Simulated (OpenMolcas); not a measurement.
## Excited-state calculation, with input and output: InH₃F (charge −1) (part 2 of 3)

Continued. System: InH₃F, charge −1, SMILES [H][In-]([H])([H])[F]. Method: CASSCF/ANO-R1, sfX2C (OpenMolcas 26.06). The geometry comes from this level: GFN2-xTB.

Geometry of the input (Å):
```
In 0.0000  0.0000  0.0000
F  0.0000  0.0000  2.0180
H  1.6439  0.0000  -0.4525
H  -0.8310  1.4181  -0.4496
H  -0.8242  -1.4263  -0.4440
```

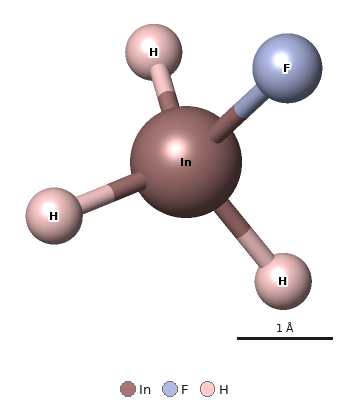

Fig. 1: The input geometry (ball-and-stick view, seen at a tilt). Sticks mark near contacts.

### The program's output, continued
```
++    Natural Bond Order analysis
      ---------------------------
      Based on LoProp computed density
      -------------------------------------------------------------------------------------
      Atom A       Atom B       Bond Order
      -------------------------------------------------------------------------------------
      NBO located      0.993 non-bonded electrons on atom IN1
      NBO located      0.993 non-bonded electrons on atom IN1
      NBO located      0.993 non-bonded electrons on atom IN1
      NBO located      1.004 non-bonded electrons on atom IN1
      NBO located      1.004 non-bonded electrons on atom IN1
      NBO located      1.003 non-bonded electrons on atom IN1
      NBO located      0.997 non-bonded electrons on atom IN1
      NBO located      0.997 non-bonded electrons on atom IN1
      NBO located      0.997 non-bonded electrons on atom IN1
      NBO located      0.999 non-bonded electrons on atom IN1
      NBO located      1.000 non-bonded electrons on atom IN1
      NBO located      1.000 non-bonded electrons on atom IN1
      NBO located      1.000 non-bonded electrons on atom IN1
      NBO located      1.000 non-bonded electrons on atom IN1
      NBO located      1.000 non-bonded electrons on atom IN1
      NBO located      1.000 non-bonded electrons on atom IN1
      NBO located      1.000 non-bonded electrons on atom IN1
      NBO located      1.000 non-bonded electrons on atom IN1
      NBO located      1.000 non-bonded electrons on atom IN1
      NBO located      1.000 non-bonded electrons on atom IN1
      NBO located      1.000 non-bonded electrons on atom IN1
      NBO located      1.000 non-bonded electrons on atom IN1
      NBO located      1.000 non-bonded electrons on atom IN1
      NBO located      1.000 non-bonded electrons on atom F2
      NBO located      1.017 non-bonded electrons on atom F2
      NBO located      1.019 non-bonded electrons on atom F2
      The remaining    5.684 electrons are to be considered as diffuse
--

--

      Von Neumann Entropy (Root   2) =  1.24496

      Mulliken population analysis for root number:  2
      -----------------------------------------------

++    Molecular charges:
      ------------------

      Mulliken charges per centre
      ---------------------------

                IN1     F2      H3      H4      H5
      Total   49.1101  9.4295  1.3278  1.1961  0.9365

      N-E     -0.1101 -0.4295 -0.3278 -0.1961  0.0635

      Total electronic charge=   62.000000

      Total            charge=   -1.000000
--

      Expectation values of various properties for root number:  2
      -----------------------------------------------------------

++    Molecular properties:
      ---------------------

      Charge (e):
                      =   -1.0000
      Dipole Moment (debye):
      Origin of the operator (angstrom)=   -0.0001   -0.0001    0.2701
                   X= -1.9946E+00               Y= -1.7356E+00               Z= -1.8747E+00           Total=  3.2412E+00
      Center of Charge (angstrom)
                     X=    0.41519132               Y=    0.36128842               Z=    0.66038684
      Quadrupole Moment (debye*angstrom):
      Origin of the operator (angstrom)=   -0.0001   -0.0001    0.2701
                  XX= -6.2559E+01              XY=  1.9859E+00              XZ=  1.4209E+00              YY= -5.7881E+01
                  YZ=  1.2303E+00              ZZ= -6.2887E+01
      In traceless form (debye*angstrom)
                  XX= -2.1750E+00              XY=  2.9788E+00              XZ=  2.1314E+00              YY=  4.8418E+00
                  YZ=  1.8454E+00              ZZ= -2.6669E+00
--

      LoProp population analysis for root number:  2
      -----------------------------------------------

++    LoProp analysis:
      ----------------

++    Static properties:
      ------------------

      LoProp Charges per center

                   IN1      F2       H3       H4       H5
      Nuclear     49.0000   9.0000   1.0000   1.0000   1.0000
      Electronic -48.9098  -9.4598  -1.3562  -1.2463  -1.0279

      Total        0.0902  -0.4598  -0.3562  -0.2463  -0.0279
--

      Natural Bond Order analysis for root number:  2

++    Natural Bond Order analysis
      ---------------------------
      Based on LoProp computed density
      -------------------------------------------------------------------------------------
      Atom A       Atom B       Bond Order
      -------------------------------------------------------------------------------------
      NBO located      0.983 non-bonded electrons on atom IN1
      NBO located      0.987 non-bonded electrons on atom IN1
      NBO located      1.007 non-bonded electrons on atom IN1
      NBO located      0.993 non-bonded electrons on atom IN1
      NBO located      1.004 non-bonded electrons on atom IN1
      NBO located      0.996 non-bonded electrons on atom IN1
      NBO located      0.997 non-bonded electrons on atom IN1
      NBO located      1.002 non-bonded electrons on atom IN1
      NBO located      0.999 non-bonded electrons on atom IN1
      NBO located      0.998 non-bonded electrons on atom IN1
      NBO located      1.000 non-bonded electrons on atom IN1
      NBO located      1.000 non-bonded electrons on atom IN1
      NBO located      1.000 non-bonded electrons on atom IN1
      NBO located      1.000 non-bonded electrons on atom IN1
      NBO located      1.000 non-bonded electrons on atom IN1
      NBO located      1.000 non-bonded electrons on atom IN1
      NBO located      1.000 non-bonded electrons on atom IN1
      NBO located      1.000 non-bonded electrons on atom IN1
      NBO located      1.000 non-bonded electrons on atom IN1
      NBO located      1.000 non-bonded electrons on atom IN1
      NBO located      1.000 non-bonded electrons on atom IN1
      NBO located      1.000 non-bonded electrons on atom IN1
      NBO located      1.000 non-bonded electrons on atom IN1
      NBO located      1.000 non-bonded electrons on atom F2
      NBO located      0.915 non-bonded electrons on atom F2
      The remaining    6.423 electrons are to be considered as diffuse
--

--

      Von Neumann Entropy (Root   3) =  1.24525

      Mulliken population analysis for root number:  3
      -----------------------------------------------

++    Molecular charges:
      ------------------

      Mulliken charges per centre
      ---------------------------

                IN1     F2      H3      H4      H5
      Total   49.1051  9.4221  0.9847  1.1159  1.3723

      N-E     -0.1051 -0.4221  0.0153 -0.1159 -0.3723

      Total electronic charge=   62.000000

      Total            charge=   -1.000000
--

      Expectation values of various properties for root number:  3
      -----------------------------------------------------------

++    Molecular properties:
      ---------------------

      Charge (e):
                      =   -1.0000
      Dipole Moment (debye):
      Origin of the operator (angstrom)=   -0.0001   -0.0001    0.2701
                   X=  2.0045E+00               Y=  1.7118E+00               Z= -1.7932E+00           Total=  3.1881E+00
      Center of Charge (angstrom)
                     X=   -0.41741745               Y=   -0.35644403               Z=    0.64342080
      Quadrupole Moment (debye*angstrom):
      Origin of the operator (angstrom)=   -0.0001   -0.0001    0.2701
                  XX= -5.7979E+01              XY= -1.9501E+00              XZ= -1.3956E+00              YY= -6.2610E+01
                  YZ= -1.1862E+00              ZZ= -6.2776E+01
      In traceless form (debye*angstrom)
                  XX=  4.7144E+00              XY= -2.9251E+00              XZ= -2.0934E+00              YY= -2.2333E+00
                  YZ= -1.7794E+00              ZZ= -2.4810E+00
--

      LoProp population analysis for root number:  3
      -----------------------------------------------

++    LoProp analysis:
      ----------------

++    Static properties:
      ------------------

      LoProp Charges per center

                   IN1      F2       H3       H4       H5
      Nuclear     49.0000   9.0000   1.0000   1.0000   1.0000
      Electronic -48.9086  -9.4520  -1.0679  -1.1787  -1.3928

      Total        0.0914  -0.4520  -0.0679  -0.1787  -0.3928
--

      Natural Bond Order analysis for root number:  3

++    Natural Bond Order analysis
      ---------------------------
      Based on LoProp computed density
      -------------------------------------------------------------------------------------
      Atom A       Atom B       Bond Order
      -------------------------------------------------------------------------------------
      NBO located      0.982 non-bonded electrons on atom IN1
      NBO located      0.987 non-bonded electrons on atom IN1
      NBO located      1.007 non-bonded electrons on atom IN1
      NBO located      0.993 non-bonded electrons on atom IN1
      NBO located      1.004 non-bonded electrons on atom IN1
      NBO located      0.996 non-bonded electrons on atom IN1
      NBO located      0.997 non-bonded electrons on atom IN1
      NBO located      1.001 non-bonded electrons on atom IN1
      NBO located      0.999 non-bonded electrons on atom IN1
      NBO located      0.998 non-bonded electrons on atom IN1
      NBO located      1.000 non-bonded electrons on atom IN1
      NBO located      1.000 non-bonded electrons on atom IN1
      NBO located      1.000 non-bonded electrons on atom IN1
      NBO located      1.000 non-bonded electrons on atom IN1
      NBO located      1.000 non-bonded electrons on atom IN1
      NBO located      1.000 non-bonded electrons on atom IN1
      NBO located      1.000 non-bonded electrons on atom IN1
      NBO located      1.000 non-bonded electrons on atom IN1
      NBO located      1.000 non-bonded electrons on atom IN1
      NBO located      1.000 non-bonded electrons on atom IN1
      NBO located      1.000 non-bonded electrons on atom IN1
      NBO located      1.000 non-bonded electrons on atom IN1
      NBO located      1.000 non-bonded electrons on atom IN1
      NBO located      1.000 non-bonded electrons on atom F2
      NBO located      0.910 non-bonded electrons on atom F2
      The remaining    6.424 electrons are to be considered as diffuse
--

--

      Von Neumann Entropy (Root   4) =  1.20156

      Mulliken population analysis for root number:  4
      -----------------------------------------------

++    Molecular charges:
      ------------------

      Mulliken charges per centre
      ---------------------------

                IN1     F2      H3      H4      H5
      Total   49.0886  8.8648  1.3672  1.3542  1.3252

      N-E     -0.0886  0.1352 -0.3672 -0.3542 -0.3252

      Total electronic charge=   62.000000

      Total            charge=   -1.000000
--

      Expectation values of various properties for root number:  4
      -----------------------------------------------------------

++    Molecular properties:
      ---------------------

      Charge (e):
                      =   -1.0000
      Dipole Moment (debye):
      Origin of the operator (angstrom)=   -0.0001   -0.0001    0.2701
                   X= -2.2074E-01               Y= -2.2391E-01               Z=  5.1707E+00           Total=  5.1802E+00
      Center of Charge (angstrom)
                     X=    0.04587342               Y=    0.04655583               Z=   -0.80641545
      Quadrupole Moment (debye*angstrom):
      Origin of the operator (angstrom)=   -0.0001   -0.0001    0.2701
                  XX= -6.4904E+01              XY=  6.4617E-01              XZ=  1.4667E-01              YY= -6.3410E+01
                  YZ=  1.3130E-01              ZZ= -5.6114E+01
      In traceless form (debye*angstrom)
                  XX= -5.1420E+00              XY=  9.6926E-01              XZ=  2.2001E-01              YY= -2.9009E+00
                  YZ=  1.9695E-01              ZZ=  8.0429E+00
--

      LoProp population analysis for root number:  4
      -----------------------------------------------

++    LoProp analysis:
      ----------------

++    Static properties:
      ------------------

      LoProp Charges per center

                   IN1      F2       H3       H4       H5
      Nuclear     49.0000   9.0000   1.0000   1.0000   1.0000
      Electronic -48.9732  -8.9293  -1.3841  -1.3717  -1.3418

      Total        0.0268   0.0707  -0.3841  -0.3717  -0.3418
--

      Natural Bond Order analysis for root number:  4

++    Natural Bond Order analysis
      ---------------------------
      Based on LoProp computed density
      -------------------------------------------------------------------------------------
      Atom A       Atom B       Bond Order
      -------------------------------------------------------------------------------------
      NBO located      0.987 non-bonded electrons on atom IN1
      NBO located      0.993 non-bonded electrons on atom IN1
      NBO located      0.993 non-bonded electrons on atom IN1
      NBO located      1.004 non-bonded electrons on atom IN1
      NBO located      1.002 non-bonded electrons on atom IN1
      NBO located      0.998 non-bonded electrons on atom IN1
      NBO located      0.998 non-bonded electrons on atom IN1
      NBO located      0.997 non-bonded electrons on atom IN1
      NBO located      0.998 non-bonded electrons on atom IN1
      NBO located      0.999 non-bonded electrons on atom IN1
      NBO located      1.000 non-bonded electrons on atom IN1
      NBO located      1.000 non-bonded electrons on atom IN1
      NBO located      1.000 non-bonded electrons on atom IN1
      NBO located      1.000 non-bonded electrons on atom IN1
      NBO located      1.000 non-bonded electrons on atom IN1
      NBO located      1.000 non-bonded electrons on atom IN1
      NBO located      1.000 non-bonded electrons on atom IN1
      NBO located      1.000 non-bonded electrons on atom IN1
      NBO located      1.000 non-bonded electrons on atom IN1
      NBO located      1.000 non-bonded electrons on atom IN1
      NBO located      1.000 non-bonded electrons on atom IN1
      NBO located      1.000 non-bonded electrons on atom IN1
      NBO located      1.000 non-bonded electrons on atom IN1
      NBO located      1.000 non-bonded electrons on atom F2
      The remaining    7.279 electrons are to be considered as diffuse
--

--

      Average orbitals are written to the RASORB file
      Natural orbitals for root   1 are written to the RASORB.1 file
      Natural orbitals for root   2 are written to the RASORB.2 file
      Natural orbitals for root   3 are written to the RASORB.3 file
      Natural orbitals for root   4 are written to the RASORB.4 file
      Spin density orbitals for root   1 are written to the SPDORB.1 file
      Spin density orbitals for root   2 are written to the SPDORB.2 file
      Spin density orbitals for root   3 are written to the SPDORB.3 file
      Spin density orbitals for root   4 are written to the SPDORB.4 file

--- Stop Module: rasscf /rc=_RC_ALL_IS_WELL_ ---
           step4.RasOrb.2 step4.RasOrb.3 step4.RasOrb.4 step4.rasscf.h5 step4.SpdOrb.1 step4.SpdOrb.2 step4.SpdOrb.3 step4.SpdOrb.4 xmldump
--- Module rasscf spent 7 seconds ---

--- Start Module: rassi ---

                                               &RASSI

                       available to each process: 1.9 GB of memory, 1 thread

      ********************************************************************************
      *                             General data section                             *
      ********************************************************************************

   Specific data for JOBIPH file JOBIPH
   -------------------------------------

   Header from SEWARD:

   CASSCF title (first line only):
       (No title given)

  STATE IRREP:                1
  SPIN MULTIPLICITY:          1
  ACTIVE ELECTRONS:          10
  MAX RAS1 HOLES:             0
  MAX RAS3 ELECTRONS:         0
  NR OF CONFIG:            5292

   The following data are common to all the states:
   ------------------------------------------------
   (note: frozen counts as inactive, deleted as secondary)

      Nr of irreps: 1

                 Total     No./Irrep
      Irrep                  1
                             a

      INACTIVE      26      26
      ACTIVE         9       9
      SECONDARY     37      37
      BASIS         72      72

      RAS1           0       0
      RAS2           9       9
      RAS3           0       0

        MATRIX ELEMENTS WILL BE COMPUTED FOR THE FOLLOWING ONE-ELECTRON OPERATORS, UNLESS ZERO BY SYMMETRY.
   (Herm=Hermitian, Anti=Antihermitian, Sing=Singlet operator, Trip=Triplet operator)
     MLTPL  0   1 (HERMSING)     MLTPL  1   1 (HERMSING)     MLTPL  1   2 (HERMSING)
     MLTPL  1   3 (HERMSING)     MLTPL  2   1 (HERMSING)     MLTPL  2   2 (HERMSING)
     MLTPL  2   3 (HERMSING)     MLTPL  2   4 (HERMSING)     MLTPL  2   5 (HERMSING)
     MLTPL  2   6 (HERMSING)     VELOCITY   1 (ANTISING)     VELOCITY   2 (ANTISING)
     VELOCITY   3 (ANTISING)     ANGMOM     1 (ANTISING)     ANGMOM     2 (ANTISING)
     ANGMOM     3 (ANTISING)     MLTPV  2   1 (ANTISING)     MLTPV  2   2 (ANTISING)
     MLTPV  2   3 (ANTISING)     MLTPV  2   4 (ANTISING)     MLTPV  2   5 (ANTISING)
     MLTPV  2   6 (ANTISING)

       EIGENSTATES OF A SPIN-FREE HAMILTONIAN WILL BE COMPUTED BASED ON:

  A Hamiltonian matrix computed by RASSI.

  Nr of states:                    4

   State:        1   2   3   4
  JobIph:        1   1   1   1
 Root nr:        1   2   3   4

  HAMILTONIAN MATRIX FOR THE ORIGINAL STATES:

  Diagonal, with energies
  -5979.71207487  -5979.47330870  -5979.47143679  -5979.40626687

      OVERLAP MATRIX FOR THE ORIGINAL STATES:
```
